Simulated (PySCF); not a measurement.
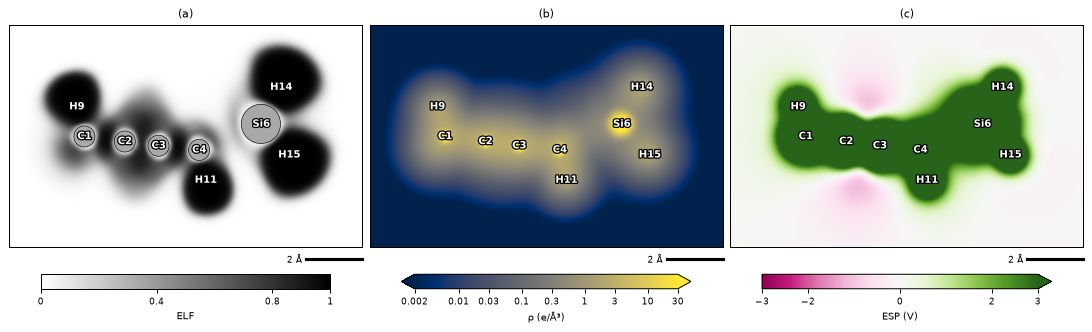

C6H10Si (SMILES CC#CC1C[SiH2]C1). (a) ELF; (b) total electron density; (c) electrostatic potential on the plane of atoms C3, C4 and H11. Grey discs cover the atomic cores in the ELF map.

Geometry: PBE0-D3(BJ)/def2-SVP.

Theory: PBE0/pcSseg-1, SCF density, gas phase, non-relativistic (PySCF).

```xyz
17

C     4.0515   -1.2972    0.0435
C     2.6954   -0.7764    0.1107
C     1.5652   -0.3376    0.1636
C     0.1969    0.1564    0.2320
C    -0.7873   -0.3834   -0.8539
Si   -2.1594   -0.2092    0.4430
C    -0.6023   -0.2028    1.5250
H     4.6405   -0.9926    0.9231
H     4.0560   -2.3979    0.0043
H     4.5760   -0.9295   -0.8526
H     0.2224    1.2577    0.1461
H    -0.7906    0.1576   -1.8097
H    -0.5798   -1.4469   -1.0538
H    -3.1660   -1.3030    0.6036
H    -2.8757    1.1031    0.3989
H    -0.3539   -1.2268    1.8473
H    -0.4646    0.4754    2.3779
```

Q: Read the bonding off the picture.

A:
- The section cuts through C, Si and H sites.
- C–C (1.21 Å): the density is about 2.6 e/Å³ at the midpoint; the ELF peaks at about 0.85 between the atoms; a short, multiple covalent bond.
- C–H (1.10 Å): ρ at the midpoint is about 1.9 e/Å³; the ELF climbs to about 1 towards the hydrogen, as it does in any bond to H (an ordinary covalent bond to hydrogen).
- Si–H (1.50 Å): ρ is about 0.77 e/Å³ halfway; the ELF climbs to about 1 towards the hydrogen.
- Outside the dense part of the molecule the potential is most negative (−1.1 V) near C3.
